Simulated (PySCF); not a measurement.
The calculation's input:

```
{"job": {"kind": "nmr", "xc": "PBE0", "basis": "pcSseg-1"}, "charge": 0, "multiplicity": 1}
C     -1.498594     0.064512    -2.522079
C     -1.249998    -0.259340    -1.129814
C     -1.004126    -0.512102     0.035042
C     -0.726429    -0.810211     1.394107
C      0.428345    -0.512039     2.023210
O      1.500388     0.099357     1.516694
Si     1.908836     0.731582     0.005300
H     -0.798811     0.841715    -2.870614
H     -2.521128     0.446922    -2.668432
H     -1.372086    -0.816081    -3.172080
H     -1.495164    -1.317447     1.984115
H      0.562670    -0.776956     3.077318
H      3.281845     1.261134     0.232868
H      1.953882    -0.326542    -1.040912
H      1.007899     1.849674    -0.389375
```

Run with:

```sh
OMP_NUM_THREADS=1 python probes_run.py task.json out
```

Geometry: PBE0-D3(BJ)/def2-SVP.

Computed with PBE0/pcSseg-1, SCF density, gas phase, non-relativistic in PySCF.

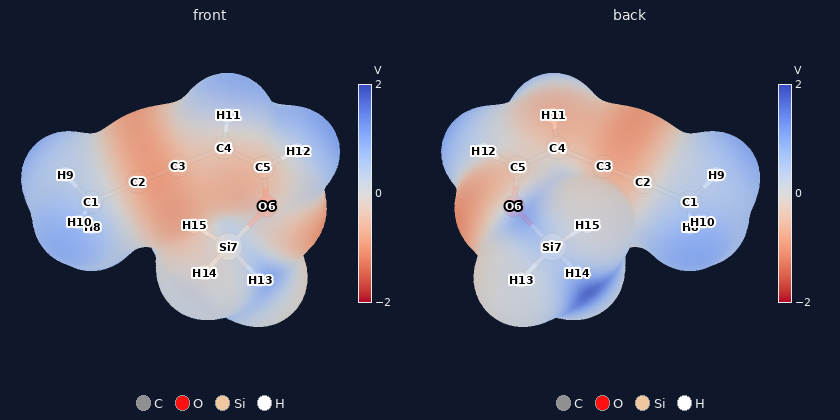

C5H8OSi (SMILES CC#C/C=C\O[SiH3]). The molecular electrostatic potential painted on the density surface at 0.002 e/bohr³, seen from the front and from behind; the colour scale runs from red (negative) to blue (positive).

Describe the electrostatic potential map.

The most negative region (about −1.0 V) lies over O6, the most positive (about +1.5 V) over Si7. O6 is the likeliest acceptor of a hydrogen bond.
